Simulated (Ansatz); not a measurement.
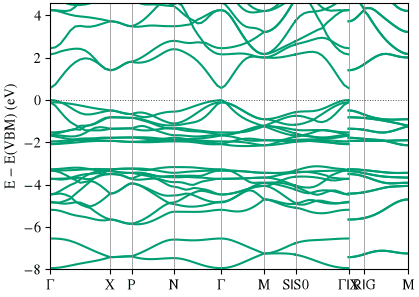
*Band structure from r²SCAN in the plane-wave PAW code Ansatz*

Question: Read off the gap and where the band edges lie.

Answer: About 0.6 eV (0.57 eV by a search for the band edges); maximum at Γ, minimum at Γ.

Question: Which of these materials gives this?
A) Ca2Sb, I4/mmm (Ca on 4e, Ca on 4c, Sb on 4e)
B) Al2ZnTe4, I-4 (Al on 2d, Al on 2b, Zn on 2a, Te on 8g)
C) GaCuSe2, chalcopyrite
D) AlCuGeSe4, I-4 (Al on 2c, Cu on 2a, Ge on 2b, Se on 8g)

Answer: C, GaCuSe2, chalcopyrite

Space group I-42d (chalcopyrite). Symmetry was held in the r²SCAN relaxation. No spin polarisation was allowed. Scalar-relativistic: spin–orbit coupling is off unless named, which matters more the heavier the elements.

Potentials: the later of the program's two PAW sets.
